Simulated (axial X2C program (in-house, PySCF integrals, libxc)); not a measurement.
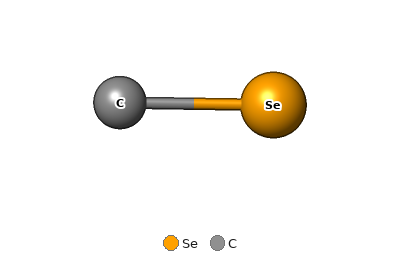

The molecule at the reference distance of 1.627 Å.

## Relativistic diatomic calculation for SeC⁺

- system: SeC⁺, single determinant with Ω = 1/2.
- method: PBE0, two-component X2C with atomic mean-field Coulomb and Gaunt terms, Se dyall-cv3z, C dyall-v3z (cores contracted) (axial X2C program (in-house, PySCF integrals, libxc))

**Summary**

| quantity | value |
| --- | --- |
| outcome | converged |
| bond length rₑ | 1.621 Å |
| ωₑ | 1143 cm⁻¹ |
| energy at the minimum | −2466.43936 hartree |
| depth below the fragments | 4.87 eV |
| hardware | 1 thread of Arm Neoverse V2, 24 GiB of memory available, shared host |
| wall time | 7.3 s |
| peak memory | 0.54 GiB |

**Input**
```
{"zs": [34, 6], "q": 1, "bas": ["dyall-cv3z", "dyall-v3z"], "levels": ["PBE0", "HF", "B97-3"], "cc": true, "r0": 1.74, "thr": -2.0, "nmax": 90, "npts": 10, "nst": 2, "ntry": 6}
```

The line is the task of a batch: nuclear charges, charge, bases, the levels to run, a first guess of the distance and further settings. This report covers PBE0 with spin-orbit coupling. The log is that of the reference distance 1.627 Å, started from orbitals converged before.

Launched within a batch (the task file carries these settings):
```bash
python <driver script> task.json out
```

**Output**
```
two-component X2C + atomic mean field  PBE0
basis functions 144  fitting functions 845  grid points 5070
iter        total energy     max residual
   1      -2466.439329851     3.14e-05
   2      -2466.439329860     2.43e-05
   3      -2466.439329866     6.17e-05
   4      -2466.439329871     2.08e-05
   5      -2466.439329875     6.53e-06
converged
one-electron -3547.28781038  Coulomb 1108.70124662  exact exchange -22.90585509  xc functional -70.40054851  nuclear repulsion 66.35043087  atomic mean-field constant -0.89679339
```

**The points of the curve**

```tsv
R (Å)	E (hartree)	dipole (D; origin at the first atom, positive when the second is positive)	highest filled (eV)	lowest empty (eV)
1.415	−2466.380687	1.41	−18.05	−12.24
1.481	−2466.415352	1.58	−17.69	−12.42
1.529	−2466.430094	1.71	−17.44	−12.55
1.578	−2466.437526	1.84	−17.21	−12.66
1.627	−2466.439330	1.97	−17.00	−12.76
1.684	−2466.436155	2.13	−16.78	−12.85
1.741	−2466.428973	2.28	−16.59	−12.92
1.814	−2466.416120	2.46	−16.41	−12.96
1.904	−2466.397657	2.63	−16.26	−13.00
2.034	−2466.376128	2.48	−15.57	−13.38
```

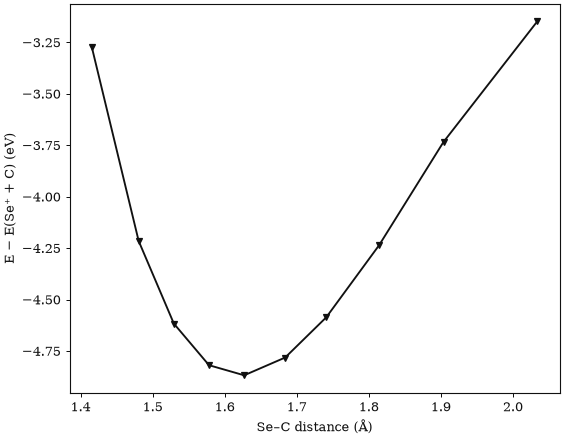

Energy at 10 bond lengths, for one set of occupations held fixed; the line joins the points. A polynomial of degree 6 through 9 points gives rₑ = 1.621 Å, ωₑ = 1143 cm⁻¹, ωₑxₑ = 7.6 cm⁻¹ and Bₑ = 0.6149 cm⁻¹. The minimum lies 4.87 eV below Se⁺ + C, each computed as one determinant at the same level.

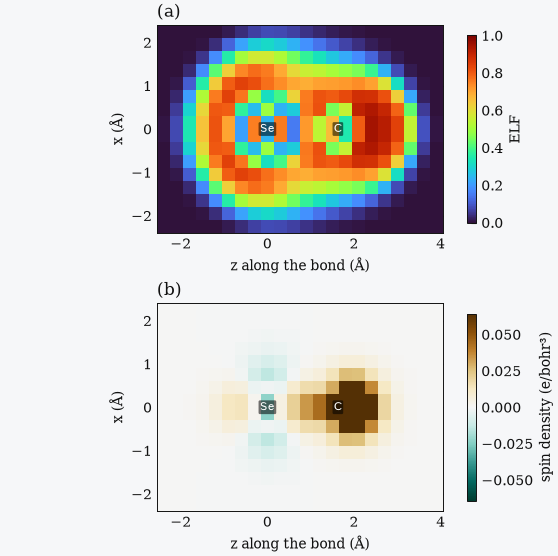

(a) electron localisation function; (b) spin density, in a plane that holds the axis, at 1.63 Å, on points 0.3 Å apart (one half computed, the other mirrored); the structure near the nuclei is finer than these points.

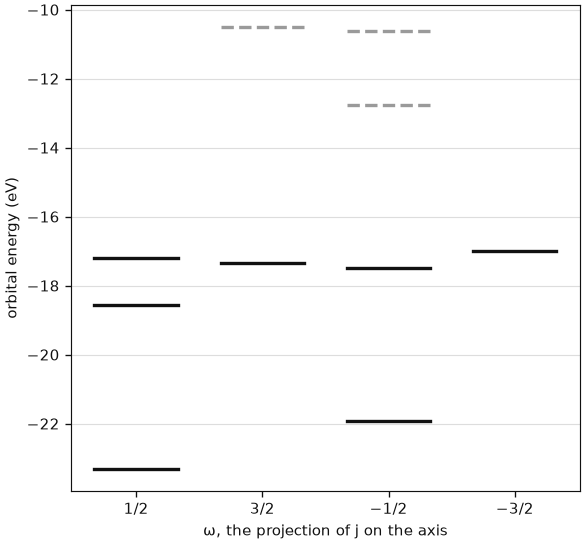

Orbital energies near the frontier at 1.63 Å, filled (solid) and empty (dashed). The highest filled spinor (−3/2; 63 % Se p, 32 % C p) lies at −17.00 eV, the lowest empty one (−1/2; 51 % C p, 26 % C s) at −12.76 eV.
